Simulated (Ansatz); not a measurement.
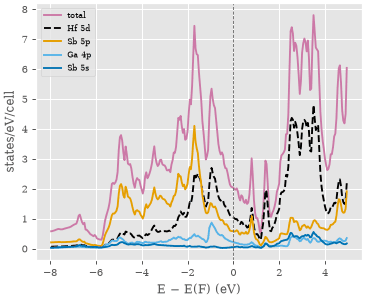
Total and projected density of states of Hf2GaSb3 in space group P-4m2 (No. 115; Hf on 2g, Ga on 1b, Sb on 2g, Sb on 1a), DFT-r²SCAN in the program Ansatz with PAW potentials

Which orbitals carry the states next to the Fermi level?

Within 0.5 eV of the Fermi level: Hf 5d 51 %, Sb 5p 30 %, Ga 4p 11 %. Projections are on Löwdin-orthogonalised atomic valence shells; empty p or d shells of many metals are not among them.

Where is the tallest occupied peak in this window, and what makes it?

Near -1.7 eV, about 7.4 states/eV per cell; the largest projected share is Sb 5p.

The workflow started from a Materials Project entry (that database holds measured and hypothetical structures alike); the Crystallography Open Database copy checked does not list it. With Ga and Sb taken as one species the cell has the higher symmetry P4/nmm, so it may be an ordered model of a mixed-site phase. Its standing as an ambient phase is unchecked. The r²SCAN relaxation kept the symmetry of its start; its stability against distortions is not shown here. No spin polarisation was allowed. Spin–orbit coupling is left out wherever it is not named.

Potentials: the later of the program's two PAW sets.
